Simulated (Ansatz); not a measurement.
# (110) slab of zincblende BN, 8.9 Å thick as cut, bare faces, part 2 of 2

Ansatz 0.2.0, PAW.

## 3. HSE06 on the final geometry

Input file in.yaml:

```yaml
crystal:
  lattice:
    - [1.802898, -1.802898, 0.000000]
    - [0.000000, 0.000000, 3.605795]
    - [-15.502530, -15.502530, 0.000000]
  atoms:
    - { symbol: B, position: [0.996546, 0.006852, 0.529358] }
    - { symbol: B, position: [0.996550, 0.955113, 0.306579] }
    - { symbol: B, position: [0.996613, 0.003918, 0.647943] }
    - { symbol: B, position: [0.996554, 0.004728, 0.413449] }
    - { symbol: B, position: [0.496527, 0.454845, 0.693692] }
    - { symbol: B, position: [0.496543, 0.506875, 0.470906] }
    - { symbol: B, position: [0.496519, 0.504605, 0.586817] }
    - { symbol: B, position: [0.496541, 0.504138, 0.352330] }
    - { symbol: N, position: [0.996582, 0.270558, 0.703522] }
    - { symbol: N, position: [0.996559, 0.256979, 0.470939] }
    - { symbol: N, position: [0.996543, 0.255393, 0.587287] }
    - { symbol: N, position: [0.996551, 0.261325, 0.353406] }
    - { symbol: N, position: [0.496559, 0.761087, 0.646870] }
    - { symbol: N, position: [0.496546, 0.755532, 0.412999] }
    - { symbol: N, position: [0.496527, 0.756964, 0.529344] }
    - { symbol: N, position: [0.496554, 0.770805, 0.296759] }
kpoints:
  mp_grid: { grid: [4, 3, 1] }
hamiltonian:
  xc: hse06
scf:
  occupations: { method: fermi_dirac, width: 0.01 }
output:
  forces: true
  eigenvalues: true
  populations: true
  eigenstates: { kpoints: [[0, 0, 0]], e_range: [-4.0, 4.0], localisation: true }
```

The run is started by

```console
> ansatz run in.yaml --threads 2 --pin off --max-ram 30400MiB --runs-dir r --events-out ev --progress --plain --backend cuda --devices 0, --max-vram 18GiB
```

What it wrote:

```text
Pseudopotentials: kind: paw
Functional definition: HSE06
  parameter a = 0.25
  parameter omega = 0.11/bohr
  exchange = pbe_x - a*pbe_x_sr(omega) + a*exact_x_sr(omega)
  correlation = pbe_c
Crystal: 16 atoms, lattice volume = 201.560 Å³
Basis set: ecut = 420 eV, 3965 PW (Γ), exchange–correlation on 36×50×300 points (8 copies of the dense FFT grid, shifted against one another)
Bands: 48, of which v1, the nominal top of the filled ones, is band 32 counted from 1 (31 counted from 0)
Symmetry: 1 space group operations
Space group: P1 (ITA 1), of the structure as read, at distance tolerance 5.9e-5 Å
k-points: 7 of 12 (time reversal used)
Non-local potential: B, projectors of the file, l = 0: 2, l = 1: 2, l = 2: 1
Non-local potential: N, projectors of the file, l = 0: 2, l = 1: 2, l = 2: 1
PAW form: soft (Blöchl's): semilocal exchange-correlation on the pseudo side does not see the compensation charge
PAW frozen core: B, regenerated for the run's functional, and the local potential with it (the file was generated under x = pbe(κ = 0.804, μ = 0.2195149727645171), c = pbe(β = 0.06672455060314922))
PAW frozen core: N, regenerated for the run's functional, and the local potential with it (the file was generated under x = pbe(κ = 0.804, μ = 0.2195149727645171), c = pbe(β = 0.06672455060314922))
PAW one-centre angular grid: B, 110 points (default); XC on 64 Gauss nodes
PAW one-centre angular grid: N, 110 points (default); XC on 64 Gauss nodes
Initial density: superposition of atomic densities (neutral atoms: chi_scale 0, normalization atom), corrected by the library's trained network
Initial wavefunctions: pseudopotential atomic-orbital guess
Functional: x = pbe(κ = 0.804, μ = 0.2195149727645171), c = pbe(β = 0.06672455060314922), warm-up for x = pbe(κ = 0.804, μ = 0.2195149727645171) + 0.25 (exact − pbe) at short range (hse, ω = 0.20786987370883472 Å⁻¹), c = pbe(β = 0.06672455060314922); HSE06 as pw.x's `hse` composes it (authors' and Libxc's form: `xc: wpbeh`)
SCF iter   1: F=—  HF=-4334.889418 eV  |F-HF|=—  |Δ(HF+E_count)|=         —  Δρ=6.49e-3  dr2=8.46e-2  ethr=1.77e-3  ⟨swp⟩=11.9  Hψ=1942  notcnv=0
preconditioner: auto → none  [insulator: Δε(μ)=2.564 eV  Ē_g=16.551 eV  σ=0.010 eV  W_gap=1.00  n_scr=32 (ndim 8)  ℏωp=20.9 eV  f_vac=0.473  D(μ)=0.00/eV (n_scr^D=0)]
SCF iter   2: F=—  HF=-4334.883278 eV  |F-HF|=—  |Δ(HF+E_count)|=   6.14e-3  Δρ=3.45e-3  dr2=5.15e-2  ethr=1.32e-4  ⟨swp⟩=7.9  Hψ=1143  notcnv=0  defer=5
SCF iter   3: F=—  HF=-4334.874353 eV  |F-HF|=—  |Δ(HF+E_count)|=   8.92e-3  Δρ=1.68e-3  dr2=7.14e-3  ethr=8.04e-5  ⟨swp⟩=6.9  Hψ=1036  notcnv=0  defer=4
SCF iter   4: F=—  HF=-4334.874147 eV  |F-HF|=—  |Δ(HF+E_count)|=   2.07e-4  Δρ=7.81e-4  dr2=7.24e-4  ethr=1.12e-5  ⟨swp⟩=7.4  Hψ=1026  notcnv=0  defer=12
iter 5 solved again at ethr=8.14e-8 eV; its pass at ethr=1.13e-6 eV (dr2=5.21e-5 eV) is discarded
SCF iter   5: F=-4334.874553 eV  HF=-4334.874492 eV  |F-HF|=6.11e-5  |Δ(HF+E_count)|=   3.46e-4  Δρ=2.25e-4  dr2=5.30e-5  ethr=8.14e-8  ⟨swp⟩=2.6  Hψ=1628  notcnv=0  defer=2
SCF 1 stopped early in 5 iterations: F = -4334.874553 eV  dr2 = 5.30e-5
Initial density: handed on by an earlier stage of this run
Initial wavefunctions: those handed on with the density
Functional: x = pbe(κ = 0.804, μ = 0.2195149727645171) + 0.25 (exact − pbe) at short range (hse, ω = 0.20786987370883472 Å⁻¹), c = pbe(β = 0.06672455060314922); HSE06 as pw.x's `hse` composes it (authors' and Libxc's form: `xc: wpbeh`)
Exchange kernel: α = 0.2500, screened, ω = 0.2079 Å⁻¹, Wigner–Seitz truncation, v(0) = 964.3496 eV·Å³, q-mesh 4×3×1, nearest image of the exchange supercell L = 10.20 Å, pair-density grid 15×20×108, without the augmentation charges, whose exchange is taken in its separable form by FFT convolution over the k-point mesh (sized by the pseudopotential files, 18×25×150 at the most), smooth part of the [...]
Frozen-core exchange: fock
SCF iter   1: F=—  HF=-4336.075368 eV  |F-HF|=—  |Δ(HF+E_count)|=         —  Δρ=6.33e-3  dr2=4.75e-2  ethr=8.28e-7  ⟨swp⟩=15.6  Hψ=2204  notcnv=0
preconditioner: auto → none  [insulator: Δε(μ)=3.912 eV  Ē_g=18.804 eV  σ=0.010 eV  W_gap=1.00  n_scr=32 (ndim 8)  ℏωp=20.9 eV  f_vac=0.474  D(μ)=0.00/eV (n_scr^D=0)]
SCF iter   2: F=—  HF=-4336.056667 eV  |F-HF|=—  |Δ(HF+E_count)|=   1.87e-2  Δρ=2.63e-3  dr2=6.61e-3  ethr=8.28e-7  ⟨swp⟩=7.7  Hψ=1499  notcnv=0  defer=11
SCF iter   3: F=—  HF=-4336.073819 eV  |F-HF|=—  |Δ(HF+E_count)|=   1.72e-2  Δρ=8.51e-4  dr2=1.57e-3  ethr=8.28e-7  ⟨swp⟩=7.1  Hψ=1359  notcnv=0  defer=3
SCF iter   4: F=—  HF=-4336.073430 eV  |F-HF|=—  |Δ(HF+E_count)|=   3.89e-4  Δρ=3.01e-4  dr2=4.68e-4  ethr=8.28e-7  ⟨swp⟩=6.3  Hψ=1203  notcnv=0
SCF iter   5: F=—  HF=-4336.073316 eV  |F-HF|=—  |Δ(HF+E_count)|=   1.14e-4  Δρ=8.01e-5  dr2=2.91e-5  ethr=6.53e-7  ⟨swp⟩=5.4  Hψ=881  notcnv=0
SCF iter   6: F=—  HF=-4336.073504 eV  |F-HF|=—  |Δ(HF+E_count)|=   1.88e-4  Δρ=9.71e-5  dr2=1.45e-5  ethr=1.34e-8  ⟨swp⟩=6.6  Hψ=1141  notcnv=0  defer=8
SCF iter   7: F=-4336.073500 eV  HF=-4336.073500 eV  |F-HF|=5.02e-7  |Δ(HF+E_count)|=   4.17e-6  Δρ=2.20e-5  dr2=1.30e-6  ethr=1.34e-8  ⟨swp⟩=4.7  Hψ=635  notcnv=0  defer=2
SCF 2 stopped early in 7 iterations: F = -4336.073500 eV  dr2 = 1.30e-6
  Residual-converged pass: ⟨swp⟩=4.0  Hψ=996  notcnv=0  max |occ|·‖R‖ = 6.6e-6 eV (tolerance 6.7e-6 eV)  dr2=1.19e-6  dr2_onsite=3.01e-8  max |Δocc| = 0.0e0
hybrid outer 1: dexx = +2.094e-2 eV, tail = 4.49e-5 eV
SCF iter   1: F=—  HF=-4336.073706 eV  |F-HF|=—  |Δ(HF+E_count)|=         —  Δρ=3.21e-5  dr2=1.03e-6  ethr=3.51e-7  ⟨swp⟩=9.6  Hψ=1068  notcnv=0
preconditioner: auto → none  [insulator: Δε(μ)=3.894 eV  Ē_g=18.802 eV  σ=0.010 eV  W_gap=1.00  n_scr=32 (ndim 8)  ℏωp=20.9 eV  f_vac=0.475  D(μ)=0.00/eV (n_scr^D=0)]
SCF iter   2: F=—  HF=-4336.073706 eV  |F-HF|=—  |Δ(HF+E_count)|=   2.76e-7  Δρ=1.20e-5  dr2=1.60e-7  ethr=1.52e-9  ⟨swp⟩=5.7  Hψ=865  notcnv=0  defer=14
SCF iter   3: F=—  HF=-4336.073706 eV  |F-HF|=—  |Δ(HF+E_count)|=   3.09e-9  Δρ=5.16e-6  dr2=1.83e-8  ethr=2.08e-10  ⟨swp⟩=5.7  Hψ=724  notcnv=0  defer=14
SCF iter   4: F=-4336.073706 eV  HF=-4336.073706 eV  |F-HF|=3.96e-9  |Δ(HF+E_count)|=   4.45e-8  Δρ=1.45e-6  dr2=5.94e-9  ethr=2.52e-11  ⟨swp⟩=6.7  Hψ=1136  notcnv=0  defer=20
SCF 3 converged in 4 iterations: F = -4336.073706 eV  dr2 = 5.94e-9
  Residual-converged pass: ⟨swp⟩=3.0  Hψ=741  notcnv=0  max |occ|·‖R‖ = 1.1e-6 eV (tolerance 1.3e-6 eV)  dr2=5.96e-9  dr2_onsite=2.18e-10  max |Δocc| = 0.0e0
[... from here the SCF cycle lines were not kept, up to the last twenty ...]
hybrid outer 2: dexx = +6.393e-7 eV, tail = 2.51e-8 eV, Δε = 2.28e-3 eV (about 5.75e-5 eV left of the loop's levels), ΔF = 3.15e-3 eV/Å (tail 5.29e-4)
NSCF: frozen V_eff on 1 k-points
hybrid SCF converged: 2 outer / 11 inner (+5 warm-up), last move |dexx| = 6.39e-7 eV, tail = 2.51e-8 eV
Stability not checked: this state was not tested for a lower state beside it, because the functional holds exact exchange (a hybrid, or Hartree-Fock), whose exchange loop this test does not read (fock_operator; see scf.lower_state_search)
Free energy (F): -4336.073707 eV
Harris-Foulkes:  -4336.073707 eV  (|F-HF|=3.96e-9)
Internal energy: -4336.073707 eV  (E = F + TS)
E sigma→0 (E₀):  -4336.073707 eV
Fermi energy:    2.845199 eV
--- Per-component energies (eV) ---
  E_band       = -491.287451
  E_kinetic    = 1479.571242
  E_local      = -44081.783033  (includes V_loc(G=0)·N_el)
  E_nonlocal   = 447.079559
  E_hartree    = 21435.103545
  E_xc         = -603.288231
  E_vxc        = -742.470857  (∫ρ·V_xc dr)
  E_exx        = -155.873517  (= α·E_x^exact, valence–valence)
  E_paw        = -1638.499388  (= ΣΔE_a)
  E_vpaw       = -152.154663  (= ΣTr[D̂ρ^β])
  E_aug_tail   = 0.000812  (compensation charges beyond the density's cutoff)
  E_ewald      = 18781.892932
  E_core_change = -0.277625  (= ΣΔE_core)
  E_smearing   = -0.000000  (= −TS)
  E_closure    = -0.000001  (closes the sum)
  Σ components = -4336.073707   (vs F -4336.073707, Δ=9.09e-13)
--- Forces (eV/Å), atoms counted from 1 ---
  atom   1  B     -0.01043151    -0.00947514    -0.02527061
  atom   2  B     -0.02389519    -0.02434053    -0.06483138
  atom   3  B     -0.00201413     0.00359821    -0.01615322
  atom   4  B     -0.02090184    -0.02039538    -0.00627660
  atom   5  B      0.02525044     0.01881333    -0.06268269
  atom   6  B     -0.00050262    -0.00123884    -0.02271045
  atom   7  B      0.01404334     0.01161611    -0.00703379
  atom   8  B     -0.00300569    -0.00405326    -0.01594334
  atom   9  N      0.07281009     0.07843761     0.12593079
  atom  10  N     -0.00023990     0.00143446     0.00418357
  atom  11  N      0.02281417     0.02316220     0.03374490
  atom  12  N      0.00195293     0.00263467    -0.05220912
  atom  13  N      0.00088983    -0.00184720    -0.04785513
  atom  14  N     -0.01260780    -0.01310432     0.03157377
  atom  15  N      0.01000505     0.00822568    -0.00054096
  atom  16  N     -0.07415607    -0.07346109     0.12598932
  max |Σ_I F_I| component: 8.49e-5 eV/Å
--- Band table (eV; the first three rows and the last of 7) ---
  k-point 0: bands = ["-21.3501", "-20.6545", "-19.5569", "-17.9885", "-16.3450", "-15.5180", "-15.3276", "-15.2304", "-9.0251", "-8.4551", "-8.1185", "-7.8270", "-7.2406", "-6.5478", "-5.7994", "-5.5209", "-4.7033", "-4.3905", "-4.3783", "-4.1832", "-3.6701", "-3.0289", "-2.7387", "-2.5683", "-1.4136", "-1.0265", "-0.6951", "-0.6282", "-0.0112", "0.4193", "0.6513", "0.9009", "6.8333", "7.5050", "7.7776", "7.9313", "8.8891", "9.0229", "10.0482", "10.1690", "11.2828", "11.4567", "11.4770", "11.6461", "12.0157", "12.2903", "12.4007", "12.5779"]
  k-point 1: bands = ["-20.3928", "-19.7332", "-18.7298", "-17.7612", "-17.4314", "-17.2521", "-16.4972", "-16.3236", "-10.0786", "-9.8692", "-8.2992", "-8.0838", "-6.4513", "-6.1711", "-4.5681", "-3.8700", "-3.7987", "-3.5800", "-3.3380", "-3.0970", "-3.0239", "-2.2559", "-2.2203", "-1.9550", "-1.7175", "-1.4678", "-1.2249", "-1.2207", "-1.0884", "-1.0551", "0.4870", "0.5276", "7.2159", "7.3238", "8.5394", "9.1809", "9.9152", "9.9643", "10.8613", "11.0588", "11.2122", "12.1336", "12.2487", "12.5393", "12.5701", "12.7723", "12.9609", "12.9929"]
  k-point 2: bands = ["-20.2760", "-19.6109", "-18.5719", "-17.1069", "-15.6784", "-15.3488", "-15.0504", "-15.0232", "-8.1941", "-7.7786", "-7.7066", "-7.6123", "-7.5467", "-7.2117", "-6.5783", "-6.2677", "-5.7260", "-5.6684", "-5.2172", "-4.8451", "-4.0373", "-3.9948", "-3.8423", "-3.3670", "-3.3195", "-3.1704", "-2.9214", "-2.5612", "-2.0049", "-1.1353", "-0.0492", "0.1249", "7.0828", "7.1141", "8.8459", "9.1935", "9.3422", "9.5306", "9.9307", "10.7177", "10.8053", "10.8957", "12.1718", "12.3270", "12.7975", "13.0809", "13.6553", "13.7878"]
  k-point 6: bands = ["-17.0262", "-17.0250", "-16.5252", "-16.5250", "-15.8706", "-15.8695", "-14.9773", "-14.9730", "-10.3515", "-10.3498", "-9.7251", "-9.7246", "-8.7821", "-8.7809", "-8.0795", "-8.0774", "-6.0821", "-6.0817", "-5.4785", "-5.4773", "-4.5764", "-4.5759", "-3.9158", "-3.9144", "-3.0688", "-3.0679", "-2.6188", "-2.6166", "-2.1218", "-2.1179", "0.5620", "0.5665", "6.1796", "6.1848", "9.9741", "9.9754", "10.6737", "10.6747", "11.7655", "11.7662", "13.0374", "13.0385", "13.8253", "13.8257", "14.2787", "14.2799", "14.7247", "14.7255"]
--- Löwdin populations: 16 sites ---
  site symbol       q [e]
     0      B      2.6609
     1      B      2.4641
     2      B      2.6397
     3      B      2.6608
     4      B      2.4641
     5      B      2.6609
     6      B      2.6608
     7      B      2.6397
     8      N      5.4501
     9      N      5.3060
    10      N      5.3215
    11      N      5.3137
    12      N      5.3137
    13      N      5.3215
    14      N      5.3061
    15      N      5.4502
  spilling = 0.005721 (of n_electrons = 64.000000)
```

It took 36 s on 1 × NVIDIA H100 80GB HBM3 with 2 threads of AMD EPYC 7R13, shared host; peak host memory 1.6 GiB.

Spacing of the frontier levels at a 4×3×1 mesh: 3.89 eV (0.901 to 4.794 eV).

On these atoms HSE06 leaves forces up to 0.17 eV/Å (on N9), as they were relaxed at another level of theory (and may have been on other k points).

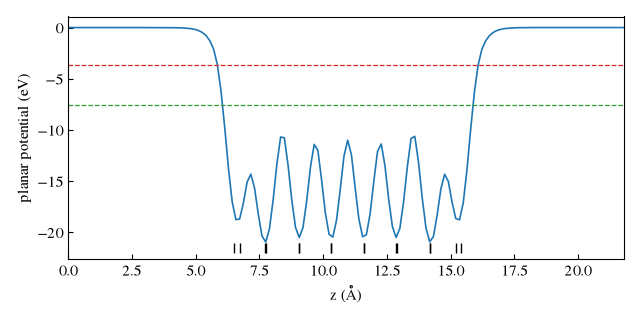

Planar mean of the electrostatic potential energy along c, from the vacuum level; ticks mark the atoms, dashed lines the top filled and lowest empty levels.

The top filled level lies 7.52 eV and the lowest empty level 3.63 eV below the vacuum level.

## 4. What came out

The summary covers parts 1 to 2.

| level | time | k points | top filled to lowest empty (eV) | top filled below vacuum (eV) |
| --- | --- | --- | --- | --- |
| PBEsol, relaxation | 22 s (GPU) | 6×4×1 | 2.40 | 6.68 |
| HSE06 | 36 s (GPU) | 4×3×1 | 3.89 | 7.52 |

```
     quantity                             value
   relaxation  6 recorded steps, 2.29 eV gained
largest shift                       0.31 Å (B2)
   mean bonds                       B–N 1.546 Å
```

Relaxation gains 2.29 eV, with shifts up to 0.31 Å (B2). Rows on different k points differ by sampling as well as by level.
